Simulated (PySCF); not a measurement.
**C5H11BF2Si: density, localisation and related maps**

```xyz
20

C    -2.0008   -1.7623   -0.9214
B    -1.3652   -0.3994   -0.4591
C    -1.4444    0.8496   -1.4145
Si   -0.4505   -0.2601    1.2702
F    -0.8415   -1.5134    2.2466
C     1.4697   -0.4168    1.1445
C     2.0318    0.5663    0.1916
C     2.6606    1.6695    0.5506
F     3.1070    2.5596   -0.3636
H    -2.7669   -1.6652   -1.6882
H    -1.2055   -2.3702   -1.3595
H    -2.4047   -2.3532   -0.1015
H    -0.5303    1.4411   -1.4316
H    -2.2143    1.5223   -1.0309
H    -1.7174    0.6166   -2.4418
H    -0.7133    0.8761    2.1621
H     1.9074   -0.2787    2.1321
H     1.7128   -1.4270    0.8128
H     1.8800    0.3726   -0.8612
H     2.8803    1.9832    1.5595
```

Geometry: GFN2-xTB.

All numbers below come from PySCF, PBE0/pcSseg-1, SCF density, gas phase, non-relativistic.

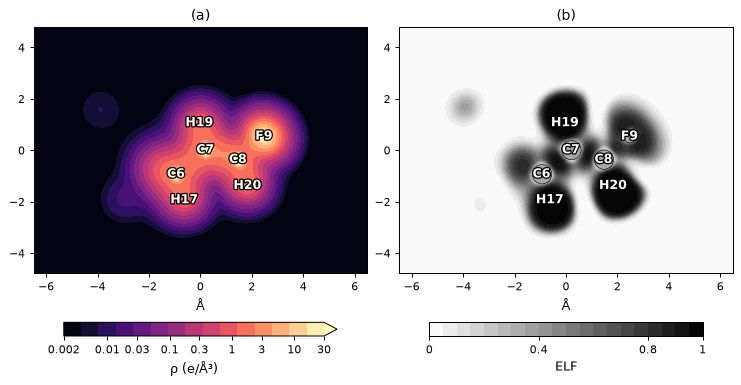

Figure 1. (a) total electron density; (b) electron localisation function on the plane of atoms C7, C8 and H20. Grey discs cover the atomic cores in the ELF map.

Q: Describe what can be read from this map.

A:
- Atoms in the plane: C, F and H.
- C–C (1.32 Å): ρ at the midpoint is about 2.4 e/Å³; the ELF peaks at about 0.95 between the atoms (a short, multiple covalent bond).
- C–F (1.35 Å): the density is about 2.2 e/Å³ at the midpoint, with its minimum of 1.7 e/Å³ about 0.5 Å from C; the ELF peaks at about 0.85 between the atoms (a polar covalent bond).
- C–H (1.08 Å): the density is about 2.1 e/Å³ at the midpoint; the ELF climbs to about 1 towards the hydrogen, as it does in any bond to H (a covalent bond by its length).
- The ELF also peaks beside F9, away from the bonds: lone-pair regions.

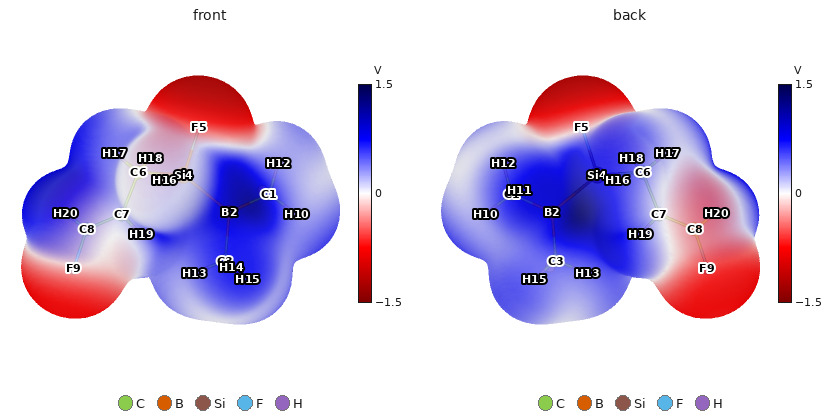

Figure 2. The electrostatic potential painted on the density surface at 0.001 e/bohr³, seen from the front and from behind; red is negative and blue positive.

Q: Where is the surface potential most negative and most positive?

A: The most negative region (about −1.2 V) lies over F5, the most positive (about +1.2 V) over B2.
